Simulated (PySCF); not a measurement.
Geometry relaxation of BSiH3ClF (part 4 of 4)

BSiH3ClF; HF/pcseg-0, RHF (PySCF 2.14.0). The geometry: force field.

Geometry of the input (Å):
```
F  -1.2745  -1.7116  0.6733
B  -0.0420  -1.1419  0.2646
Si 0.1295  0.7580  -0.1067
Cl -1.0449  1.3194  -1.6575
H  0.8915  -1.8688  0.1389
H  -0.1787  1.5372  1.1145
H  1.5804  1.0397  -0.4728
```

```
Step   33 : Displace = 1.269e-05/2.382e-05 (rms/max) Trust = 1.857e-05 (-) Grad = 1.873e-07/3.276e-07 (rms/max) E (change) = -873.0312200123 (-1.251e-11) Quality = 0.308
Hessian Eigenvalues: 1.56243e-02 2.71508e-02 4.08430e-02 ... 2.63219e-01 4.06816e-01 5.45537e-01
Converged! =D

converged: True
F           0.28277009       -1.75008889        1.40820152
B          -0.13403586       -1.22954191        0.20956432
Si          0.15955773        0.79124114       -0.01630752
Cl         -0.61485384        1.29932492       -2.03772644
H          -0.61535480       -1.96287513       -0.57640782
H          -0.59493017        1.60225767        0.95260035
H           1.57814685        1.18168221        0.01437558
converged SCF energy = -873.031220012323
E = -873.0312200123 Eh
```

**Trajectory as extended XYZ (Å, eV, eV/Å), 34 frames, from step=0 to step=33**
```
7
Properties=species:S:1:pos:R:3:forces:R:3 step=0 energy=-23755.79282
F    -1.2745   -1.7116    0.6733    1.7026   0.7753  -0.5247
B    -0.0420   -1.1419    0.2646   -1.4172  -2.3870   0.5193
Si    0.1295    0.7580   -0.1067    2.9513   0.6362   2.5837
Cl   -1.0449    1.3194   -1.6575   -2.1815   1.0686  -2.7844
H     0.8915   -1.8688    0.1389   -0.3105  -0.0918   0.1951
H    -0.1787    1.5372    1.1145   -0.0271   0.0788  -0.1455
H     1.5804    1.0397   -0.4728   -0.7175  -0.0801   0.1566
7
Properties=species:S:1:pos:R:3:forces:R:3 step=1 energy=-23756.24297
F    -1.2374   -1.6896    0.6614    0.0744  -0.0517  -0.0256
B    -0.0115   -1.2218    0.2631   -0.2797  -0.1859   0.0340
Si    0.1568    0.7833   -0.0964    1.0384  -0.1264   0.9852
Cl   -1.1061    1.3942   -1.7175   -0.6600   0.2777  -0.7851
H     0.8743   -2.0001    0.1907   -0.0005   0.0193  -0.0056
H    -0.1682    1.5727    1.1086   -0.1195  -0.0023  -0.0968
H     1.5534    1.0933   -0.4556   -0.0531   0.0694  -0.1061
7
Properties=species:S:1:pos:R:3:forces:R:3 step=2 energy=-23756.28978
F    -1.2403   -1.7436    0.6576   -0.1306   0.1675  -0.0001
B    -0.0319   -1.2321    0.2759    0.0664  -0.1571  -0.0737
Si    0.1929    0.7918   -0.0807    0.2260  -0.1242   0.4553
Cl   -1.1207    1.4047   -1.7275   -0.2141   0.0549  -0.2641
H     0.8547   -2.0070    0.1972    0.1089   0.0492  -0.0296
H    -0.1661    1.5948    1.1005   -0.0467   0.0282  -0.0206
H     1.5727    1.1233   -0.4687   -0.0100  -0.0185  -0.0672
7
Properties=species:S:1:pos:R:3:forces:R:3 step=3 energy=-23756.30370
F    -1.2586   -1.6667    0.6312   -0.0154  -0.1466   0.0185
B    -0.0086   -1.2500    0.2716    0.0341   0.2690  -0.0733
Si    0.2165    0.7854   -0.0542    0.0119  -0.0604   0.0036
Cl   -1.1471    1.3658   -1.7226    0.0578  -0.0774   0.0633
H     0.8637   -2.0437    0.1934   -0.0967  -0.0185   0.0077
H    -0.1816    1.5920    1.1099   -0.0013   0.0097   0.0034
H     1.5770    1.1492   -0.4749    0.0096   0.0241  -0.0234
7
Properties=species:S:1:pos:R:3:forces:R:3 step=4 energy=-23756.30837
F    -1.2583   -1.6850    0.6295   -0.0044  -0.0197   0.0014
B    -0.0162   -1.2403    0.2717    0.0042   0.0946  -0.0388
Si    0.2190    0.7886   -0.0487   -0.0089  -0.0218   0.0389
Cl   -1.1418    1.3511   -1.7209    0.0219  -0.0469   0.0251
H     0.8550   -2.0322    0.1855   -0.0164  -0.0177  -0.0069
H    -0.1760    1.6021    1.1127    0.0047   0.0062  -0.0126
H     1.5797    1.1477   -0.4755   -0.0012   0.0054  -0.0071
7
Properties=species:S:1:pos:R:3:forces:R:3 step=5 energy=-23756.31025
F    -1.2603   -1.6828    0.6222   -0.0082   0.0196   0.0036
B    -0.0181   -1.2327    0.2700    0.0015  -0.0091  -0.0138
Si    0.2242    0.7911   -0.0376   -0.0110   0.0130   0.0188
Cl   -1.1406    1.3220   -1.7164    0.0057  -0.0221   0.0081
H     0.8468   -2.0299    0.1725    0.0091  -0.0080  -0.0124
H    -0.1726    1.6127    1.1168    0.0030   0.0061  -0.0100
H     1.5818    1.1516   -0.4733   -0.0002   0.0007   0.0057
7
Properties=species:S:1:pos:R:3:forces:R:3 step=6 energy=-23756.31101
F    -1.2626   -1.6733    0.6181    0.0029   0.0186   0.0068
B    -0.0172   -1.2292    0.2678   -0.0067  -0.0401   0.0040
Si    0.2292    0.7932   -0.0278   -0.0027   0.0238  -0.0036
Cl   -1.1403    1.2949   -1.7128    0.0010  -0.0051  -0.0001
H     0.8403   -2.0329    0.1579    0.0063  -0.0003  -0.0130
H    -0.1720    1.6214    1.1196   -0.0018   0.0030  -0.0045
H     1.5839    1.1580   -0.4686    0.0009   0.0001   0.0105
7
Properties=species:S:1:pos:R:3:forces:R:3 step=7 energy=-23756.31133
F    -1.2627   -1.6665    0.6215    0.0050   0.0058   0.0098
B    -0.0164   -1.2290    0.2661   -0.0047  -0.0244   0.0102
Si    0.2315    0.7945   -0.0231    0.0042   0.0140  -0.0097
Cl   -1.1386    1.2810   -1.7126    0.0005   0.0025  -0.0044
H     0.8361   -2.0366    0.1455   -0.0008   0.0016  -0.0132
H    -0.1740    1.6257    1.1202   -0.0060   0.0002  -0.0013
H     1.5854    1.1629   -0.4633    0.0018   0.0004   0.0087
7
Properties=species:S:1:pos:R:3:forces:R:3 step=8 energy=-23756.31185
F    -1.2601   -1.6570    0.6366    0.0058  -0.0132   0.0136
B    -0.0158   -1.2295    0.2633    0.0015   0.0112   0.0158
Si    0.2342    0.7967   -0.0170    0.0143  -0.0092  -0.0094
Cl   -1.1320    1.2626   -1.7161   -0.0007   0.0116  -0.0119
H     0.8279   -2.0427    0.1192   -0.0112   0.0027  -0.0138
H    -0.1810    1.6313    1.1199   -0.0125  -0.0036   0.0016
H     1.5882    1.1707   -0.4516    0.0026   0.0004   0.0040
7
Properties=species:S:1:pos:R:3:forces:R:3 step=9 energy=-23756.31333
F    -1.2462   -1.6366    0.6928    0.0044  -0.0531   0.0211
B    -0.0156   -1.2303    0.2557    0.0142   0.0932   0.0293
Si    0.2393    0.8021   -0.0018    0.0400  -0.0650  -0.0036
Cl   -1.1063    1.2191   -1.7316   -0.0053   0.0297  -0.0307
H     0.8001   -2.0558    0.0382   -0.0306   0.0065  -0.0154
H    -0.2056    1.6440    1.1171   -0.0273  -0.0117   0.0060
H     1.5956    1.1895   -0.4160    0.0046   0.0004  -0.0066
7
Properties=species:S:1:pos:R:3:forces:R:3 step=10 energy=-23756.31343
F    -1.1386   -1.5872    0.9267   -0.0225  -0.2194   0.0306
B    -0.0215   -1.2308    0.2225    0.0032   0.3815   0.1279
Si    0.2530    0.8200    0.0546    0.1835  -0.2777  -0.0472
Cl   -0.9830    1.0647   -1.7942   -0.0377   0.0906  -0.1006
H     0.6371   -2.0738   -0.2776   -0.0612   0.0603   0.0035
H    -0.3039    1.6883    1.0966   -0.0823  -0.0456   0.0255
H     1.6183    1.2508   -0.2743    0.0169   0.0103  -0.0397
7
Properties=species:S:1:pos:R:3:forces:R:3 step=11 energy=-23756.31846
F    -1.2000   -1.6169    0.8186    0.0078  -0.0973   0.0179
B    -0.0214   -1.2305    0.2420    0.0366   0.2010   0.0575
Si    0.2452    0.8097    0.0217    0.0586  -0.1414   0.0037
Cl   -1.0454    1.1565   -1.7690   -0.0078   0.0468  -0.0525
H     0.7320   -2.0645   -0.1198   -0.0593   0.0124  -0.0142
H    -0.2579    1.6613    1.1067   -0.0445  -0.0193   0.0094
H     1.6087    1.2165   -0.3460    0.0084  -0.0022  -0.0218
7
Properties=species:S:1:pos:R:3:forces:R:3 step=12 energy=-23756.32355
F    -1.1669   -1.6186    0.8861    0.0105  -0.0951   0.0150
B    -0.0274   -1.2284    0.2376    0.0452   0.2059   0.0543
Si    0.2462    0.8118    0.0308    0.0462  -0.1447   0.0067
Cl   -1.0106    1.1360   -1.7905   -0.0044   0.0466  -0.0514
H     0.6906   -2.0587   -0.1970   -0.0625   0.0099  -0.0086
H    -0.2852    1.6666    1.0993   -0.0442  -0.0176   0.0066
H     1.6146    1.2233   -0.3120    0.0093  -0.0049  -0.0227
7
Properties=species:S:1:pos:R:3:forces:R:3 step=13 energy=-23756.32599
F    -1.1564   -1.6614    0.9016   -0.0029   0.1104   0.0369
B    -0.0399   -1.2169    0.2472    0.0465  -0.0878  -0.0001
Si    0.2459    0.8112    0.0290   -0.0772  -0.0231   0.0252
Cl   -0.9987    1.1555   -1.8007    0.0179   0.0201  -0.0086
H     0.6789   -2.0354   -0.2038    0.0363   0.0083  -0.0538
H    -0.2866    1.6679    1.0963   -0.0190   0.0062  -0.0055
H     1.6181    1.2112   -0.3153   -0.0016  -0.0341   0.0058
7
Properties=species:S:1:pos:R:3:forces:R:3 step=14 energy=-23756.32913
F    -1.1468   -1.6432    0.9168    0.0105   0.0124   0.0316
B    -0.0331   -1.2181    0.2451    0.0008  -0.0424  -0.0010
Si    0.2403    0.8063    0.0295   -0.0219   0.0385  -0.0216
Cl   -0.9916    1.1618   -1.8080    0.0196   0.0069   0.0122
H     0.6782   -2.0384   -0.2154   -0.0012  -0.0066  -0.0236
H    -0.2992    1.6589    1.0972   -0.0118  -0.0018  -0.0132
H     1.6136    1.2047   -0.3110    0.0040  -0.0069   0.0157
7
Properties=species:S:1:pos:R:3:forces:R:3 step=15 energy=-23756.33116
F    -1.1285   -1.6404    0.9462    0.0169  -0.0231   0.0171
B    -0.0324   -1.2207    0.2425   -0.0070  -0.0156   0.0173
Si    0.2341    0.8046    0.0278    0.0017   0.0404  -0.0492
Cl   -0.9774    1.1761   -1.8193    0.0131  -0.0041   0.0145
H     0.6693   -2.0410   -0.2339   -0.0264  -0.0017  -0.0165
H    -0.3148    1.6539    1.0931   -0.0065  -0.0027  -0.0085
H     1.6109    1.1996   -0.3022    0.0083   0.0068   0.0254
7
Properties=species:S:1:pos:R:3:forces:R:3 step=16 energy=-23756.33582
F    -1.0660   -1.6455    1.0356    0.0282  -0.0565   0.0005
B    -0.0347   -1.2262    0.2391   -0.0310   0.0226   0.0141
Si    0.2185    0.8024    0.0212    0.0338   0.0284  -0.0658
Cl   -0.9332    1.2130   -1.8527    0.0022  -0.0290   0.0128
H     0.6277   -2.0433   -0.2962   -0.0480   0.0032  -0.0016
H    -0.3579    1.6435    1.0777    0.0046   0.0029   0.0006
H     1.6069    1.1881   -0.2703    0.0102   0.0285   0.0394
7
Properties=species:S:1:pos:R:3:forces:R:3 step=17 energy=-23756.34371
F    -0.9239   -1.6628    1.1928    0.0342  -0.0550  -0.0098
B    -0.0467   -1.2328    0.2336   -0.0376   0.0501  -0.0236
Si    0.1934    0.8006    0.0086    0.0444  -0.0032  -0.0282
Cl   -0.8496    1.2654   -1.9092   -0.0100  -0.0531  -0.0063
H     0.5187   -2.0419   -0.4135   -0.0551   0.0039   0.0147
H    -0.4310    1.6308    1.0459    0.0148   0.0132   0.0074
H     1.6004    1.1727   -0.2039    0.0093   0.0441   0.0458
7
Properties=species:S:1:pos:R:3:forces:R:3 step=18 energy=-23756.35962
F    -0.4285   -1.7061    1.4717    0.0100   0.0482  -0.0038
B    -0.0906   -1.2424    0.2287    0.0224   0.0808  -0.2206
Si    0.1377    0.7966   -0.0215    0.0344  -0.0960   0.1734
Cl   -0.6628    1.3632   -2.0121   -0.0325  -0.0955  -0.0490
H     0.1125   -2.0283   -0.6269   -0.0561  -0.0402   0.0400
H    -0.5780    1.6131    0.9668    0.0227   0.0424   0.0163
H     1.5711    1.1358   -0.0523   -0.0009   0.0602   0.0437
7
Properties=species:S:1:pos:R:3:forces:R:3 step=19 energy=-23756.36920
F    -0.1062   -1.7120    1.5101   -0.0289   0.0466   0.0402
B    -0.1148   -1.2438    0.2238    0.0840   0.1294  -0.2771
Si    0.1207    0.7948   -0.0313    0.0912  -0.1350   0.2626
Cl   -0.6086    1.3760   -2.0378   -0.0443  -0.0745  -0.0914
H    -0.1698   -2.0243   -0.6573   -0.0758  -0.0539   0.0375
H    -0.6172    1.6120    0.9409    0.0044   0.0332   0.0165
H     1.5572    1.1294    0.0059   -0.0308   0.0542   0.0116
7
Properties=species:S:1:pos:R:3:forces:R:3 step=20 energy=-23756.38303
F     0.1827   -1.6922    1.4466   -0.0096  -0.1263   0.1241
B    -0.1323   -1.2369    0.1940    0.0919   0.1689  -0.0192
Si    0.1353    0.7936   -0.0223    0.0957  -0.0686   0.1111
Cl   -0.6177    1.3036   -2.0385   -0.0261   0.0619  -0.1295
H    -0.4678   -2.0208   -0.6170   -0.0476   0.0152  -0.0166
H    -0.6015    1.6176    0.9487   -0.0450  -0.0362  -0.0093
H     1.5626    1.1671    0.0428   -0.0594  -0.0149  -0.0605
7
Properties=species:S:1:pos:R:3:forces:R:3 step=21 energy=-23756.38752
F     0.1705   -1.7078    1.4542   -0.0014  -0.0264   0.0101
B    -0.1240   -1.2324    0.2016   -0.0195  -0.0021   0.0030
Si    0.1370    0.7909   -0.0212    0.0752   0.0127   0.0555
Cl   -0.6106    1.3159   -2.0435   -0.0089   0.0043  -0.0287
H    -0.4675   -2.0052   -0.6185   -0.0067   0.0130   0.0024
H    -0.6065    1.6089    0.9498   -0.0255  -0.0208  -0.0143
H     1.5623    1.1617    0.0319   -0.0132   0.0193  -0.0281
7
Properties=species:S:1:pos:R:3:forces:R:3 step=22 energy=-23756.38878
F     0.2196   -1.7206    1.4394   -0.0113  -0.0026  -0.0283
B    -0.1273   -1.2310    0.2048   -0.0092  -0.0363   0.0258
Si    0.1435    0.7898   -0.0196    0.0420   0.0281   0.0059
Cl   -0.6099    1.3155   -2.0431   -0.0035  -0.0087   0.0017
H    -0.5250   -1.9920   -0.6018   -0.0017   0.0110   0.0075
H    -0.6059    1.6032    0.9504   -0.0147  -0.0075  -0.0039
H     1.5662    1.1671    0.0242   -0.0017   0.0160  -0.0087
7
Properties=species:S:1:pos:R:3:forces:R:3 step=23 energy=-23756.38953
F     0.2482   -1.7351    1.4263   -0.0046  -0.0001  -0.0272
B    -0.1293   -1.2308    0.2069   -0.0064  -0.0166   0.0340
Si    0.1554    0.7904   -0.0166   -0.0059   0.0107  -0.0373
Cl   -0.6110    1.3069   -2.0403    0.0017  -0.0095   0.0148
H    -0.5725   -1.9776   -0.5890    0.0058   0.0074   0.0008
H    -0.6032    1.5980    0.9513    0.0031   0.0016   0.0040
H     1.5738    1.1802    0.0157    0.0063   0.0065   0.0109
7
Properties=species:S:1:pos:R:3:forces:R:3 step=24 energy=-23756.38966
F     0.2892   -1.7448    1.4085   -0.0064  -0.0022  -0.0096
B    -0.1337   -1.2301    0.2090    0.0100  -0.0061   0.0120
Si    0.1578    0.7904   -0.0174   -0.0089   0.0049  -0.0209
Cl   -0.6146    1.3058   -2.0385    0.0004  -0.0066   0.0079
H    -0.6153   -1.9682   -0.5723   -0.0011   0.0047   0.0000
H    -0.5985    1.5985    0.9523    0.0042   0.0032   0.0033
H     1.5764    1.1804    0.0126    0.0018   0.0021   0.0073
7
Properties=species:S:1:pos:R:3:forces:R:3 step=25 energy=-23756.38972
F     0.2858   -1.7484    1.4080    0.0000  -0.0025   0.0010
B    -0.1338   -1.2298    0.2094    0.0022   0.0016   0.0005
Si    0.1597    0.7910   -0.0170   -0.0064  -0.0018  -0.0056
Cl   -0.6150    1.3016   -2.0378    0.0001  -0.0019   0.0011
H    -0.6169   -1.9646   -0.5741    0.0001   0.0021  -0.0009
H    -0.5964    1.6000    0.9525    0.0033   0.0019   0.0009
H     1.5780    1.1822    0.0133    0.0006   0.0005   0.0031
7
Properties=species:S:1:pos:R:3:forces:R:3 step=26 energy=-23756.38973
F     0.2829   -1.7496    1.4084    0.0007  -0.0004   0.0012
B    -0.1339   -1.2296    0.2095   -0.0002   0.0005  -0.0012
Si    0.1597    0.7912   -0.0167   -0.0010  -0.0012   0.0027
Cl   -0.6150    1.2998   -2.0378   -0.0002   0.0001  -0.0013
H    -0.6154   -1.9634   -0.5760    0.0001   0.0005  -0.0005
H    -0.5952    1.6014    0.9526    0.0006   0.0006  -0.0005
H     1.5781    1.1821    0.0143    0.0000   0.0000  -0.0003
7
Properties=species:S:1:pos:R:3:forces:R:3 step=27 energy=-23756.38973
F     0.2828   -1.7499    1.4083    0.0003   0.0002   0.0001
B    -0.1339   -1.2296    0.2095   -0.0001  -0.0003  -0.0002
Si    0.1596    0.7912   -0.0166   -0.0001  -0.0002   0.0020
Cl   -0.6149    1.2995   -2.0378   -0.0001   0.0001  -0.0007
H    -0.6153   -1.9631   -0.5762    0.0000   0.0002  -0.0003
H    -0.5950    1.6018    0.9526    0.0000   0.0002  -0.0005
H     1.5781    1.1819    0.0144    0.0001  -0.0002  -0.0004
7
Properties=species:S:1:pos:R:3:forces:R:3 step=28 energy=-23756.38973
F     0.2835   -1.7502    1.4079   -0.0001   0.0003  -0.0004
B    -0.1341   -1.2295    0.2096    0.0000  -0.0005   0.0004
Si    0.1596    0.7912   -0.0164    0.0002   0.0004   0.0006
Cl   -0.6149    1.2994   -2.0377    0.0000   0.0000   0.0000
H    -0.6161   -1.9628   -0.5761    0.0001   0.0000  -0.0001
H    -0.5948    1.6022    0.9526   -0.0002   0.0000  -0.0002
H     1.5781    1.1818    0.0143    0.0000  -0.0002  -0.0002
7
Properties=species:S:1:pos:R:3:forces:R:3 step=29 energy=-23756.38973
F     0.2824   -1.7501    1.4083   -0.0001   0.0001  -0.0003
B    -0.1340   -1.2295    0.2096    0.0001  -0.0002   0.0002
Si    0.1595    0.7912   -0.0163    0.0002   0.0003  -0.0004
Cl   -0.6148    1.2993   -2.0377    0.0000  -0.0001   0.0003
H    -0.6150   -1.9629   -0.5766   -0.0001   0.0000   0.0001
H    -0.5949    1.6023    0.9526   -0.0001  -0.0001   0.0001
H     1.5781    1.1817    0.0144    0.0000  -0.0001   0.0001
7
Properties=species:S:1:pos:R:3:forces:R:3 step=30 energy=-23756.38973
F     0.2829   -1.7501    1.4082    0.0000   0.0000  -0.0001
B    -0.1340   -1.2295    0.2096    0.0000  -0.0001   0.0000
Si    0.1596    0.7912   -0.0163    0.0000   0.0001   0.0000
Cl   -0.6149    1.2993   -2.0377    0.0000   0.0000   0.0000
H    -0.6155   -1.9629   -0.5764    0.0000   0.0000   0.0000
H    -0.5949    1.6023    0.9526    0.0000   0.0000   0.0000
H     1.5781    1.1817    0.0144    0.0000  -0.0001   0.0000
7
Properties=species:S:1:pos:R:3:forces:R:3 step=31 energy=-23756.38973
F     0.2827   -1.7501    1.4082    0.0001   0.0000   0.0000
B    -0.1340   -1.2295    0.2096    0.0000   0.0000   0.0000
Si    0.1596    0.7912   -0.0163    0.0000   0.0000   0.0000
Cl   -0.6148    1.2993   -2.0377    0.0000   0.0000   0.0000
H    -0.6153   -1.9629   -0.5764   -0.0001   0.0000   0.0000
H    -0.5949    1.6023    0.9526    0.0000   0.0000   0.0000
H     1.5781    1.1817    0.0144    0.0000   0.0000   0.0000
7
Properties=species:S:1:pos:R:3:forces:R:3 step=32 energy=-23756.38973
F     0.2828   -1.7501    1.4082    0.0000   0.0000   0.0000
B    -0.1340   -1.2295    0.2096    0.0000   0.0000   0.0000
Si    0.1596    0.7912   -0.0163    0.0000   0.0000   0.0000
Cl   -0.6149    1.2993   -2.0377    0.0000   0.0000   0.0000
H    -0.6154   -1.9629   -0.5764    0.0000   0.0000   0.0000
H    -0.5949    1.6023    0.9526    0.0000   0.0000   0.0000
H     1.5781    1.1817    0.0144    0.0000   0.0000   0.0000
7
Properties=species:S:1:pos:R:3:forces:R:3 step=33 energy=-23756.38973
F     0.2828   -1.7501    1.4082    0.0000   0.0000   0.0000
B    -0.1340   -1.2295    0.2096    0.0000   0.0000   0.0000
Si    0.1596    0.7912   -0.0163    0.0000   0.0000   0.0000
Cl   -0.6149    1.2993   -2.0377    0.0000   0.0000   0.0000
H    -0.6154   -1.9629   -0.5764    0.0000   0.0000   0.0000
H    -0.5949    1.6023    0.9526    0.0000   0.0000   0.0000
H     1.5781    1.1817    0.0144    0.0000   0.0000   0.0000
```

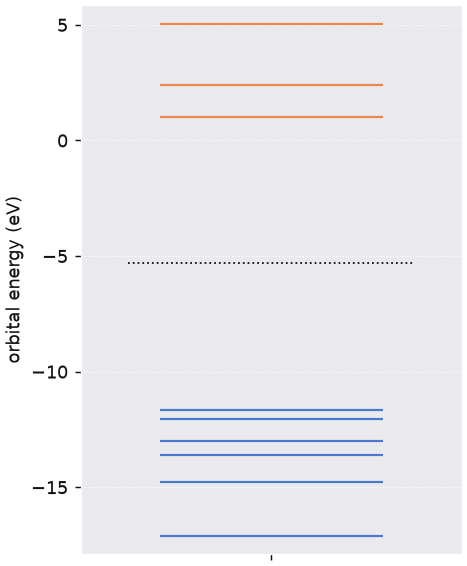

Fig. 1: Orbital energies near the frontier; the dotted line parts filled from empty levels, and levels within 0.02 eV of each other stand side by side. Highest filled −11.66 eV, lowest empty 1.02 eV, 12.68 eV apart.

**Key numbers**

```csv
quantity,value
outcome,converged
total energy,−873.031220 hartree
basis functions,50
HOMO,−11.66 eV
LUMO,1.02 eV
dipole moment,2.28 D
hardware,"1 thread of Arm Neoverse V2, 24 GiB of memory available, shared host"
wall time,24 s
peak memory,0.14 GiB
```
